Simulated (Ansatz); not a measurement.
# F2H6Si3: rigid torsion scan in Python

The task is a rigid torsion scan, for F2H6Si3.

All numbers are computed with the Python package of Ansatz 0.2.0. Level of theory: Hartree-Fock/cc-pVDZ.

## 1. Starting point

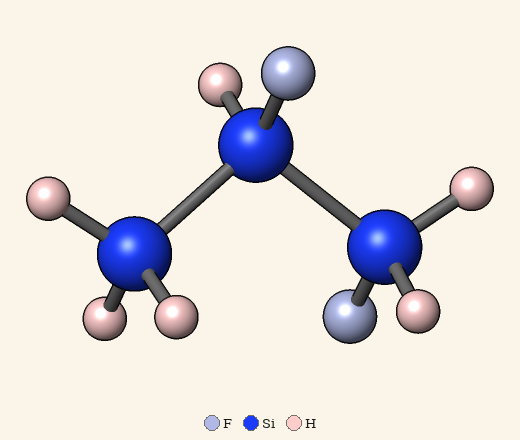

The starting structure, viewed from a chosen angle; fluorine light blue, silicon blue, hydrogen pink.

No structure file is read: the coordinates are typed or built in the script.

## 2. Script

The input, f2h6si3.py:

```python
import logging
import sys

import ansatz as az
from ase import Atoms

logging.basicConfig(stream=sys.stdout, format="[%(levelname)s] %(message)s")
logger = logging.getLogger("f2h6si3")
logger.setLevel(logging.INFO)

atoms = Atoms(["F", "Si", "Si", "F", "Si", "H", "H", "H", "H", "H", "H"], positions=[
    [-1.7007, 1.8498, 0.0689],
    [-0.8281, 1.1716, 1.1534],
    [-0.2594, -0.9308, 0.4385],
    [0.7595, -1.6657, 1.5433],
    [0.962, -0.5425, -1.4917],
    [0.376, 2.04, 1.3773],
    [-1.5629, 1.1145, 2.4333],
    [-1.3811, -1.7731, 0.1783],
    [2.1267, 0.3719, -1.1673],
    [0.1075, 0.1129, -2.4814],
    [1.466, -1.8056, -2.032],
])

first = (
    az.Crystal.molecule_from_ase(atoms).calculation()
    .basis(gaussian="cc-pVDZ")
    .functional("HF")
    .accuracy("medium")
    .relax(force_tolerance=0.02, max_steps=80)
)
atoms.positions = first.run(threads=1, pin="off").report["positions_ang"]

start = atoms.get_dihedral(3, 2, 1, 0)
energies = {}
for turn in range(0, 360, 40):
    turned = atoms.copy()
    turned.set_dihedral(3, 2, 1, 0, start + turn, indices=[0, 1, 5, 6])
    model = (
        az.Crystal.molecule_from_ase(turned).calculation()
        .basis(gaussian="cc-pVDZ")
        .functional("HF")
        .accuracy("medium")
    )
    energies[round((start + turn) % 360)] = model.run(threads=1, pin="off").report["free_energy_ev"]
floor = min(energies.values())
logger.info("dihedral F3-Si2-Si1-F0 (deg)   E - E(min) (eV)")
for angle, e in sorted(energies.items()):
    logger.info(f"{angle:8d} {(e - floor):14.3f}  " + "#" * int(30 * (e - floor) / max(max(energies.values()) - floor, 1e-9)))
```

## 3. The input behind the calls

The package turns the script's settings into the engine's input (first run):

```yaml
crystal:
  periodic: [false, false, false]
  atoms:
    - { symbol: F, position_ang: [-1.7007, 1.8498, 0.0689] }
    - { symbol: Si, position_ang: [-0.8281, 1.1716, 1.1534] }
    - { symbol: Si, position_ang: [-0.2594, -0.9308, 0.4385] }
    - { symbol: F, position_ang: [0.7595, -1.6657, 1.5433] }
    - { symbol: Si, position_ang: [0.962, -0.5425, -1.4917] }
    - { symbol: H, position_ang: [0.376, 2.04, 1.3773] }
    - { symbol: H, position_ang: [-1.5629, 1.1145, 2.4333] }
    - { symbol: H, position_ang: [-1.3811, -1.7731, 0.1783] }
    - { symbol: H, position_ang: [2.1267, 0.3719, -1.1673] }
    - { symbol: H, position_ang: [0.1075, 0.1129, -2.4814] }
    - { symbol: H, position_ang: [1.466, -1.8056, -2.032] }
accuracy: medium
basis:
  gaussian:
    orbitals: cc-pVDZ
hamiltonian:
  xc: hf
relax:
  f_tol: 0.02
  max_steps: 80
```

## 4. Launch

Command:

```console
$ python f2h6si3.py
```

Without the output at hand: what should come out? Wanted: range of energy; lowest point, turn.

**Answer**, as computed:

| quantity | value |
| --- | --- |
| runs compared | 9 |
| range of energy | 0.092 eV |
| lowest point, turn (°) | 0 |

In words: The lowest point lies at a turn of 0°, the highest 0.092 eV (8.9 kJ/mol) above it at 200°. The grid can miss the true lowest and highest points, and the rest of the molecule is held rigid. Run 0: After 5 moves the largest shift is 0.319 Å, of atom 6 (H). The scan is rigid and the energies are electronic, in a modest basis. With rigid groups the curve can differ much from the relaxed path, the start wasn't checked as a minimum of this torsion, and equivalent turns needn't return to the same energy.
